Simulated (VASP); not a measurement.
Band structure of YB (relaxed from the wurtzite structure, space group P6_3/mmc). Level of theory: PBEsol GGA, VASP's PBE PAW potentials (set 64) (plane waves; VASP 6.6.1).

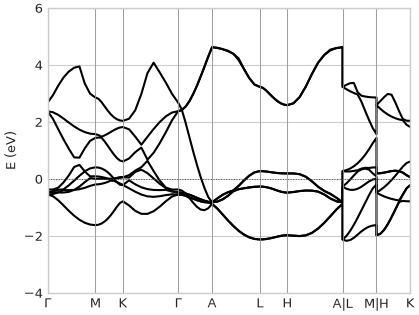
*Bands along high-symmetry lines, zero at the valence-band maximum or, without a gap, the Fermi level*

### Question
Read the plot: is there a gap, and where are the band edges?

### Answer
It has no gap at this level: it comes out as a metal or semimetal. (Edges off the drawn lines would not show.)

The structure was generated: YB was put into the wurtzite type (P6_3mc), which need not be its known phase. It was relaxed first, which changed the volume by -31 %. The relaxed cell has space group P6_3/mmc.
